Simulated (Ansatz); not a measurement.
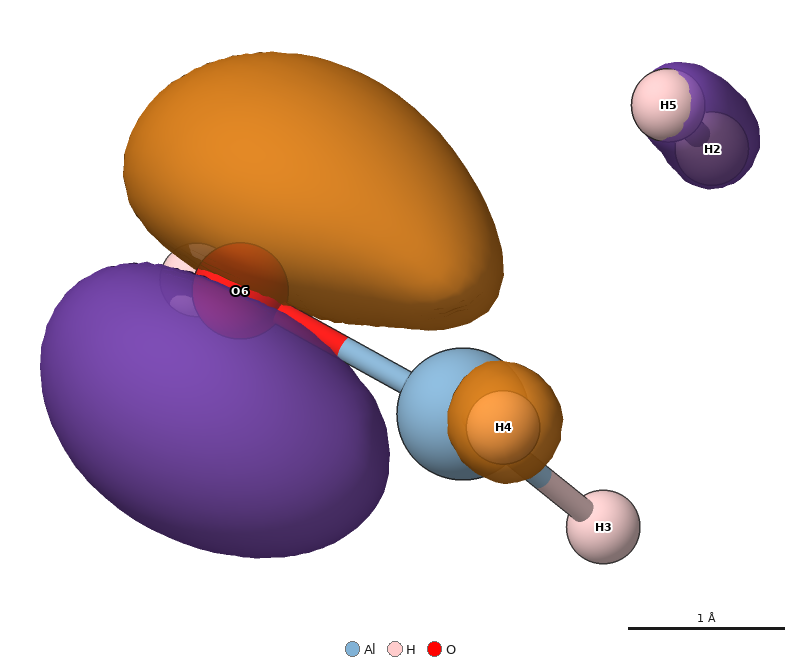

Figure. AlH₃O···H₂. The HOMO−1 at ±0.1 Å⁻³ᐟ² (orange and purple are the two phases), seen at a tilt.

The product side of a reaction path; geometry: PBE0-D4/def2-TZVP.

All numbers below come from RKS PBE0-D4/def2-TZVPP (Ansatz).

The calculation's input:

```
crystal:
  periodic: [false, false, false]
  atoms:
    - {symbol: Al, position_ang: [-0.646022, -0.265652, 0.051134]}
    - {symbol: H, position_ang: [1.689296, -0.647356, -0.164588]}
    - {symbol: H, position_ang: [-0.599672, -0.996250, -1.356285]}
    - {symbol: H, position_ang: [-0.827070, -1.016733, 1.426855]}
    - {symbol: H, position_ang: [1.670684, -0.493865, 0.572798]}
    - {symbol: O, position_ang: [-0.671312, 1.432379, 0.122836]}
    - {symbol: H, position_ang: [-0.616005, 1.987477, -0.652751]}
basis:
  gaussian: {orbitals: def2-TZVPP}
hamiltonian: {xc: pbe0, dispersion: d4}
output: {orbitals: {seedname: orbitals}}
```

Run with:

```sh
ansatz run in.yaml --threads 2 --pin off --events-out ev --progress --plain --max-ram 4352MiB
```

Q: Describe this orbital and give its energy.

A: Its weight (Hirshfeld) is mainly on O6 (about 80 %); largely a lone pair of O6. Its energy is −9.10 eV.
